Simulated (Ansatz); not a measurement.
ClH$_{9}$Si$_{4}$···HCl

```xyz
16

Si    0.1847    0.8005    0.3328
Si    2.1728   -0.3559   -0.1077
Si   -0.9958    1.2350   -1.6543
Si   -1.0612   -0.2744    2.0130
Cl    0.7921    2.6445    1.1026
H     0.0144   -2.3897   -0.9844
Cl   -1.2676   -2.3155   -0.9755
H     2.9555   -0.5528    1.1402
H     1.8729   -1.7081   -0.6720
H     2.9985    0.3744   -1.1046
H    -2.4480    0.9749   -1.4775
H    -0.4782    0.3877   -2.7608
H    -0.7880    2.6650   -2.0041
H    -0.8808    0.4918    3.2744
H    -2.5042   -0.3158    1.6612
H    -0.5674   -1.6618    2.2168
```

The reactant side of a reaction path; geometry: PBE0-D4/def2-TZVP; a saddle point, not a minimum.

The calculation used Ansatz, RKS PBE0-D4/def2-TZVPP.

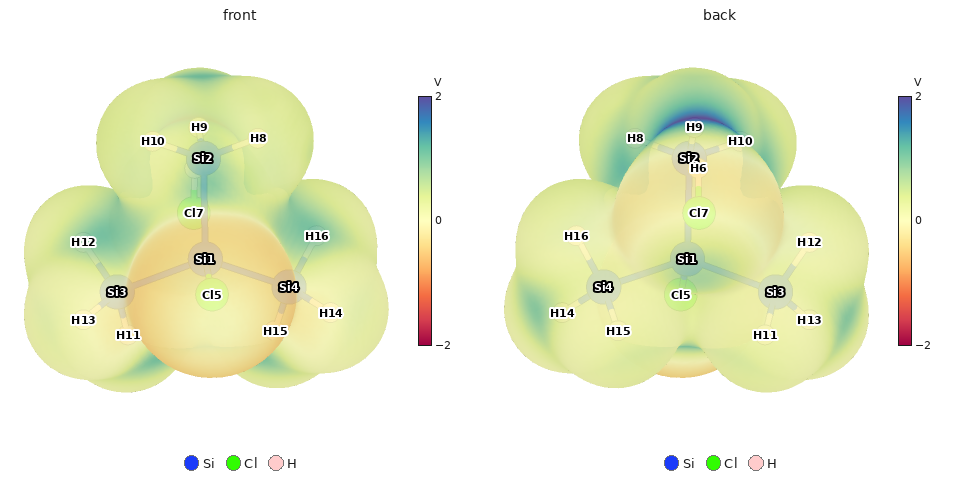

Figure 1. The electrostatic potential painted on the density surface at 0.002 e/bohr³, seen from the front and from behind; red is negative and blue positive.

Which sites attract a positive test charge, and which a negative one?

A positive charge is drawn to the negative regions and a negative charge to the positive ones. The most negative region (about −0.5 V) lies over Cl5, the most positive (about +1.9 V) over H6. Cl7 shows a σ-hole: about +0.8 V at the tip opposite its bond, against about −0.1 V on its flanks.

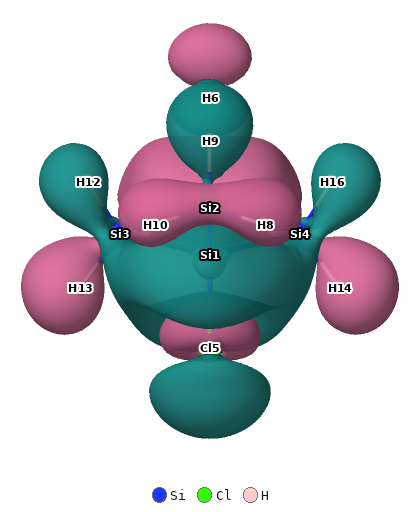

Figure 2. The LUMO at ±0.04 Å⁻³ᐟ² (teal and pink are the two phases), seen from one side.

Describe this orbital and give its energy.

Its weight (Hirshfeld) is mainly on Si1 (about 35 %), Cl5 (about 15 %), Si3 (about 10 %), Si4 (about 10 %) and Si2 (about 10 %). Its energy is −1.21 eV.

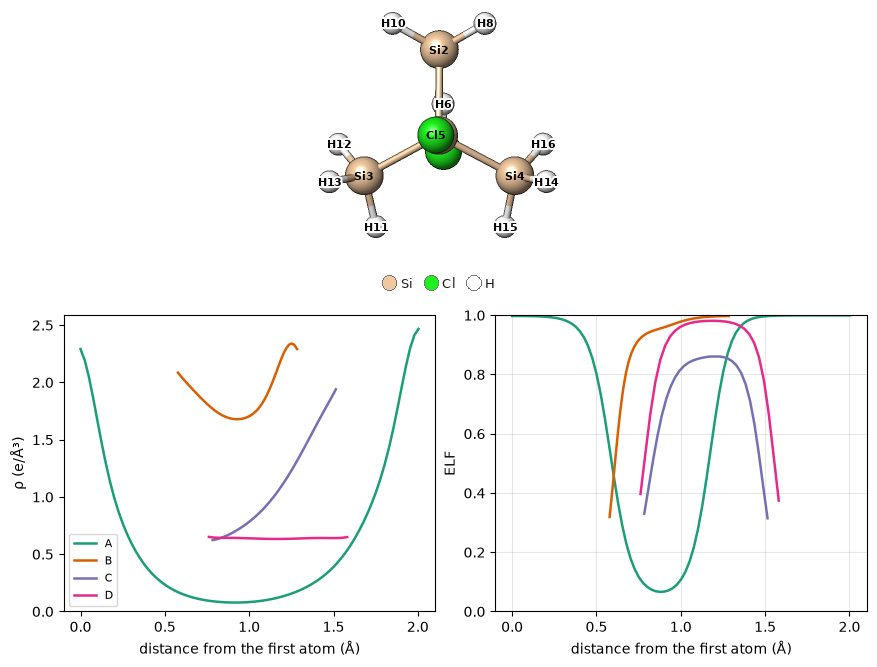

Figure 3. Total electron density and electron localisation function along straight lines between neighbouring atoms. The curves leave out the atomic cores. The structure is drawn too.

Which curve belongs to which contact (Cl–H, H–H, Si–Cl and Si–Si)? The first atom named is at distance zero.

Curve A: H6···H9 (2.00 Å): the density falls to about 0.08 e/Å³ on the way; the ELF dips to about 0.05 between them. Curve B: Cl–H (1.28 Å): ρ is about 2 e/Å³ halfway; the ELF climbs to about 1 towards the hydrogen, as it does in any bond to H. Curve C: Si–Cl (2.09 Å): ρ at the midpoint is about 0.84 e/Å³; the ELF peaks at about 0.85 between the atoms; a polar covalent bond. Curve D: Si–Si (2.34 Å): the density is about 0.63 e/Å³ at the midpoint; the ELF peaks at about 1 between the atoms, as expected for a covalent bond.
